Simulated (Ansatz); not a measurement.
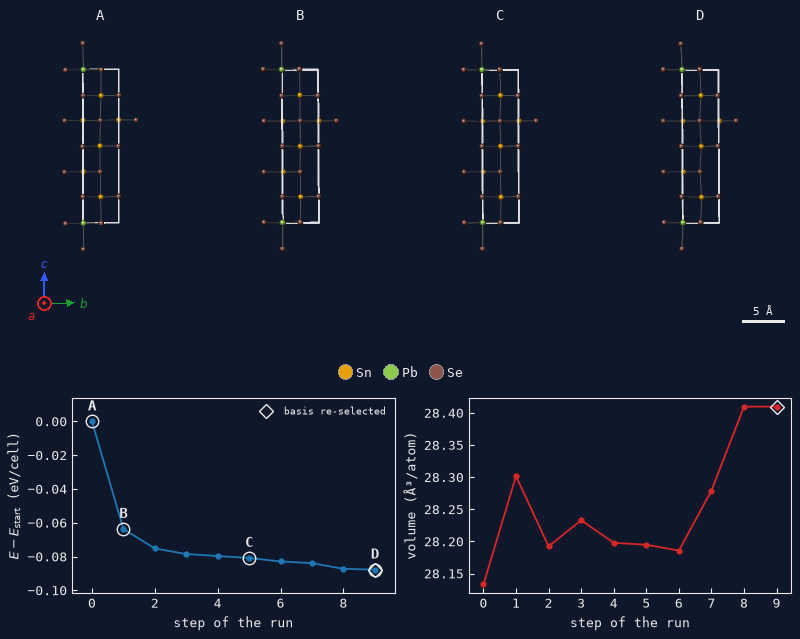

Frames of a relaxation of solid Sn5PbSe6 (a generated structure, set up in P1) (coarse preliminary run), marked on the history of the run. The picture is a ball-and-stick view of the cell of the calculation, seen along the a axis.

Level of theory: DFT PBE, scalar-relativistic, plane waves, PAW (Ansatz).

Input file:
```yaml
crystal:
  lattice:
    - [4.3256774676, 0.036415168, -0.0503526855]
    - [0.036415168, 4.2578535243, 0.0201941371]
    - [-0.2136769567, 0.0856959606, 18.3339041813]
  atoms:
    - { symbol: Sn, position: [0.0123674658, 0.0034155854, 0.6689902833] }
    - { symbol: Sn, position: [0.4861565352, 0.5094016835, 0.8284613487] }
    - { symbol: Sn, position: [0.4948217557, 0.4995453336, 0.1686502123] }
    - { symbol: Sn, position: [0.0121932446, 0.016126605, 0.3334693878] }
    - { symbol: Sn, position: [0.5026493222, 0.4796271225, 0.5012827044] }
    - { symbol: Pb, position: [-0.0040205815, 0.0134975737, -0.0013089482] }
    - { symbol: Se, position: [-0.0049541382, 0.0095156057, 0.8305384749] }
    - { symbol: Se, position: [0.4841053111, 0.5099843444, -0.0019098778] }
    - { symbol: Se, position: [-0.0071753301, -0.0017754737, 0.1713075693] }
    - { symbol: Se, position: [0.5067817095, 0.4836166283, 0.3335028958] }
    - { symbol: Se, position: [-0.0089376498, -0.0101955392, 0.4987966807] }
    - { symbol: Se, position: [0.5260123553, 0.4872405308, 0.6682192688] }
basis:
  ecutwfc: 420
kpoints:
  mp_grid: { grid: [6, 6, 2] }
hamiltonian:
  xc: pbe
scf:
  occupations: { method: gaussian, width: 0.2 }
  lower_state_search: "off"
output:
  forces: true
  stress: true
  eigenvalues: true
relax:
  adjacent_minimum: "off"
  f_tol: 0.025
  max_steps: 60
  cell: { stress_tol: 0.25 }
```

Command:
```bash
ansatz run input.yaml --threads 4 --pin off --max-ram 8192MiB --backend cpu --events-out ev --progress --plain --runs-dir out
```

Describe the path.

After 8 accepted moves (9 points after the start) the energy has fallen by 87.7 meV per cell of the calculation. Largest force component: 0.23 eV/Å at the start, 0.017 eV/Å at the end. The pressure goes from 0.20 to −0.01 GPa. The SCF was repeated once at an unchanged geometry on a basis and grid sized afresh for the cell, which shifted the energy by 0.5 meV per cell of the calculation at most. Sn5 moves most relative to the cell: 0.19 Å roughly along +b. By element the largest moves are Sn 0.19 Å, Se 0.15 Å, Pb 0.03 Å. The drawn cell changes as follows: a 4.326 → 4.295 Å (−0.7 %), b 4.258 → 4.344 Å (+2.0 %), c 18.335 → 18.269 Å (−0.4 %), α 89.5° → 90.1°, β 91.3° → 90.0°, γ 89.0° → 90.0°; the volume changes by +1.0 %. Some distances before and after: Sn5–Se11 2.945 → 3.196 Å, Sn3–Se9 3.006 → 3.196 Å, Sn2–Se7 3.089 → 2.919 Å, Sn2–Se7 (another image) 3.033 → 3.197 Å. Bond angles that change, for instance: Sn5–Se11–Sn5 92.0° → 84.4°, Se11–Sn5–Se11 92.0° → 84.4°, Se9–Sn3–Se9 90.8° → 84.4°. Within 0.06 Å the space group is P1 at the start and Pmm2 at the end; at a tighter tolerance small leftover displacements or strains of the cell lower it. From step 0 to 1: Sn and Se atoms move most (0.17 Å), volume +0.6 %, energy −63.6 meV per cell of the calculation. From step 1 to 5: Sn1 moves most (0.08 Å), volume −0.4 %, energy −17.2 meV per cell of the calculation. From step 5 to 9: Sn5 moves most (0.07 Å), volume +0.8 %, energy −6.9 meV per cell of the calculation.
